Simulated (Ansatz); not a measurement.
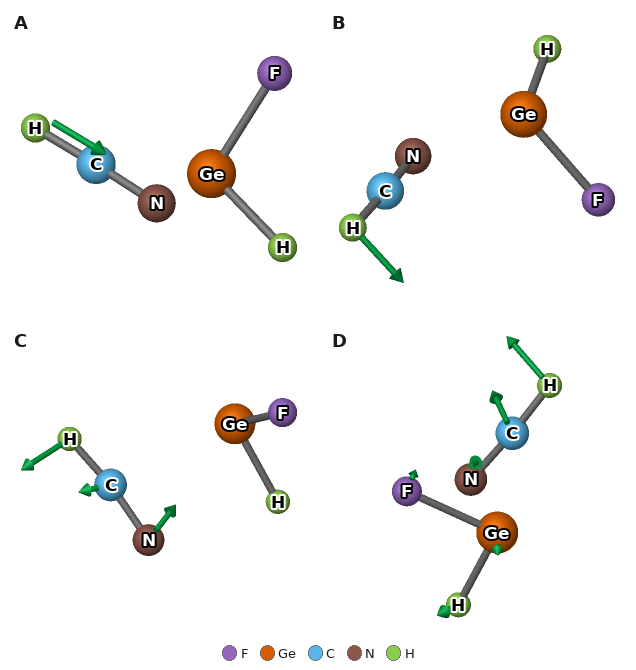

4 normal modes of one molecule or complex, as arrows. Harmonic vibrations computed with RKS PBE0-D4/def2-TZVP (Ansatz 0.2.0) at a stationary point of the same level.

Question: Match the panels to the wavenumbers 61 cm⁻¹, 231 cm⁻¹, 773 cm⁻¹, 3422 cm⁻¹.

Answer: A: 3422 cm⁻¹, C–H stretching
B: 773 cm⁻¹
C: 231 cm⁻¹
D: 61 cm⁻¹
